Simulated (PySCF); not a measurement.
**C3H11BN2 (SMILES CC(C)B(N)N): density, localisation and related maps**

Input

```
{"job": {"kind": "uv", "xc": "CAM-B3LYP", "basis": "def2-SVPD", "nstates": 8, "ntriplets": 3}, "charge": 0, "multiplicity": 1}
C     -1.433787     0.381736    -0.986721
C     -0.591574     0.277914     0.288836
C     -1.009854    -0.967840     1.077949
B      0.984925     0.263803    -0.028724
N      1.528375    -0.706256    -0.882928
N      1.825746     1.220884     0.560128
H     -1.186538     1.288033    -1.535008
H     -1.249400    -0.469474    -1.638972
H     -2.497221     0.402394    -0.749955
H     -0.832638     1.149465     0.908948
H     -2.070332    -0.932953     1.326424
H     -0.827010    -1.868596     0.495428
H     -0.442012    -1.040388     2.002905
H      0.976331    -1.416749    -1.325701
H      2.505290    -0.767444    -1.107983
H      1.495024     1.936447     1.180399
H      2.817676     1.261053     0.405064
```

Launched as:

```sh
OMP_NUM_THREADS=1 python probes_run.py task.json out
```

Geometry: GFN2-xTB.

Theory: PySCF 2.14.0, CAM-B3LYP/def2-SVPD, SCF density, gas phase.

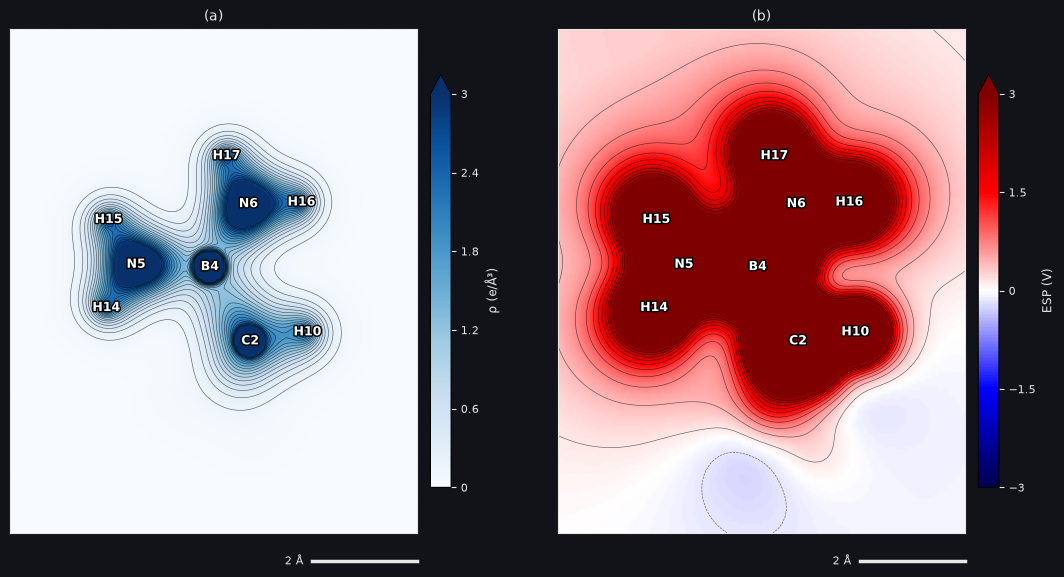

Figure 1. (a) total electron density; (b) electrostatic potential on the plane of atoms B4, N6 and H16.

> Describe what can be read from this map.

Atoms in the plane: C, B, N and H.
B–N (1.40 Å): ρ is about 1.9 e/Å³ halfway.
C–B (1.61 Å): the density is about 1.4 e/Å³ at the midpoint.
N–H (1.00 Å): ρ is about 2.9 e/Å³ halfway.
C–H (1.10 Å): ρ at the midpoint is about 1.9 e/Å³.
The potential has no marked negative region in this plane.

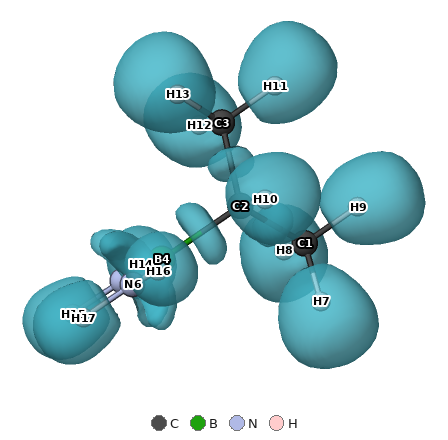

Figure 2. Isosurface of the ELF at 0.85 (cyan), seen at an oblique angle. Core shells and regions of very low density are left out.

> Describe the localisation domains.

The surface consists of one region between bonded B–C atoms (shared pairs), two regions between bonded B–N atoms (shared pairs), two regions between bonded C–C atoms (shared pairs) and eleven regions around hydrogen nuclei. Along the contacts the grid gives the following. B–N (1.40 Å): the ELF peaks at about 0.95 between the atoms (a short, strongly polar bond). C–C (1.53 Å): the ELF peaks at about 0.95 between the atoms, as expected for localised, covalent bonding.

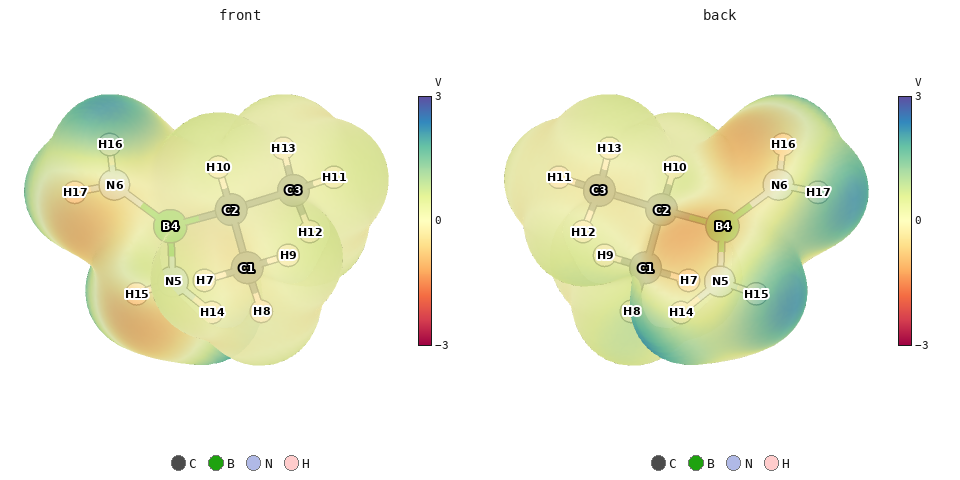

Figure 3. The electrostatic potential painted on the density surface at 0.004 e/bohr³, seen from the front and from behind; red is negative and blue positive.

> Where is the surface potential most negative and most positive?

The most negative region (about −1.1 V) lies over N5 and N6, the most positive (about +2.2 V) over H14, H15, H16 and H17.

> How polar is the molecule by this calculation?

Its dipole moment is 1.30 D.

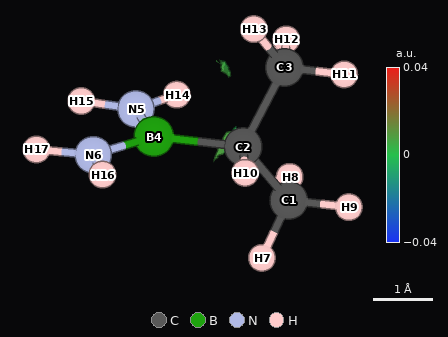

Figure 4. Non-covalent interaction (NCI) plot: the surface where the reduced density gradient is 0.5, for densities under 0.05 a.u., coloured by sign(λ₂)ρ; seen from one side.

> Which non-covalent interactions does the plot reveal?

Between H14 and N5 on one side and H8 and C1 on the other: a weak contact (green).
